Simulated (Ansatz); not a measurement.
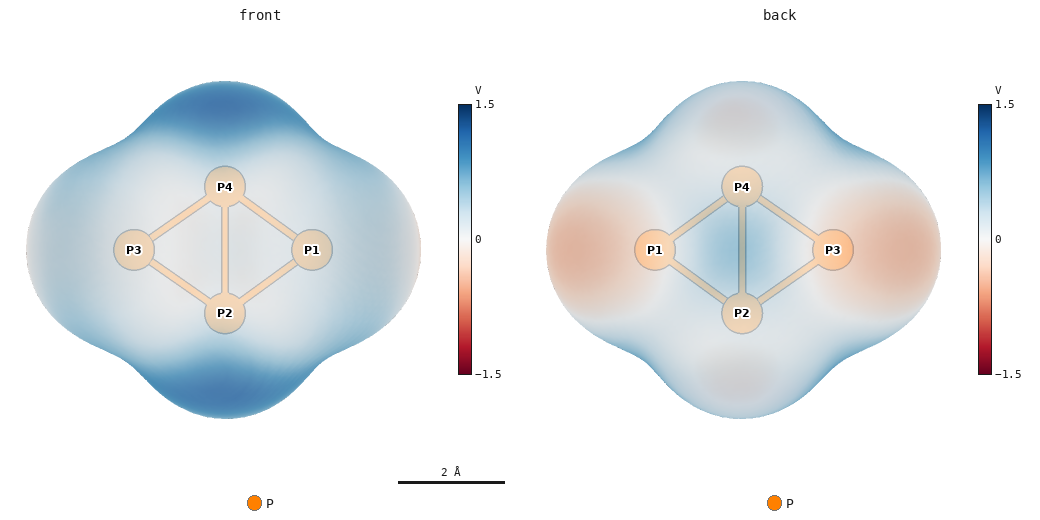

Figure. P4. The molecular electrostatic potential painted on the density surface at 0.002 e/bohr³, seen from the front and from behind; red is negative and blue positive.

Geometry: B3LYP/6-31G*.

Computed with isolated molecule in a Gaussian basis; Kohn-Sham density functional theory, functional PBE0 (Ansatz).

```xyz
4

P    -3.3660    0.2047    0.3758
P    -1.3004    0.4696   -0.1918
P    -1.0502    2.6113   -0.0967
P    -2.4389    1.8740    1.3821
```

### Where is the surface potential most negative and most positive?

The most negative region (about −0.5 V) lies over P1 and P3, the most positive (about +1.2 V) over P2 and P4.
